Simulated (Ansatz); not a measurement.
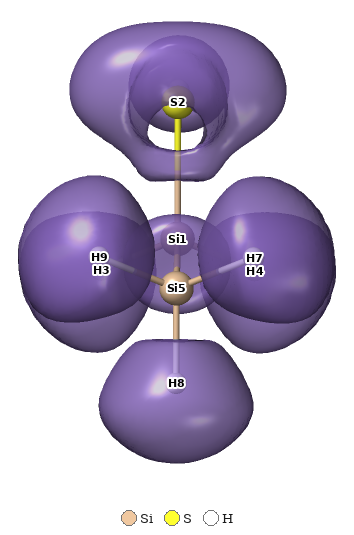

*H$_{6}$SSi$_{2}$. Isosurface of the ELF at 0.8 (purple), seen at an oblique angle. Core shells and regions of very low density are left out.*

The reactant side of a reaction path; geometry: PBE0-D4/def2-TZVP.

Computed with RKS PBE0-D4/def2-TZVPP (Ansatz 0.2.0).

Input

```
crystal:
  periodic: [false, false, false]
  atoms:
    - {symbol: Si, position_ang: [-0.400329, -0.716840, 0.235578]}
    - {symbol: S, position_ang: [1.523189, -1.647574, 0.398795]}
    - {symbol: H, position_ang: [-1.249297, -1.426071, -0.759963]}
    - {symbol: H, position_ang: [-1.113498, -0.743481, 1.541580]}
    - {symbol: Si, position_ang: [-0.011336, 1.487196, -0.440831]}
    - {symbol: H, position_ang: [1.051008, -2.845051, 0.785712]}
    - {symbol: H, position_ang: [0.822334, 2.192330, 0.567903]}
    - {symbol: H, position_ang: [-1.312156, 2.195956, -0.577402]}
    - {symbol: H, position_ang: [0.690185, 1.503537, -1.751373]}
basis:
  gaussian: {orbitals: def2-TZVPP}
hamiltonian: {xc: pbe0, dispersion: d4}
output: {orbitals: {seedname: orbitals}}
```

Command:

```sh
ansatz run in.yaml --threads 2 --pin off --events-out ev --progress --plain --max-ram 4352MiB
```

**What do the ELF domains correspond to?**

The surface consists of one region between bonded Si–Si atoms (shared pairs), six regions around hydrogen nuclei and one region on S in which the atom's valence shell and bonds are merged. Along the contacts the grid gives the following. Si–S (2.14 Å): the ELF peaks at about 0.90 between the atoms (a covalent bond). Si–Si (2.34 Å): the ELF peaks at about 1 between the atoms, as expected for a shared electron pair.
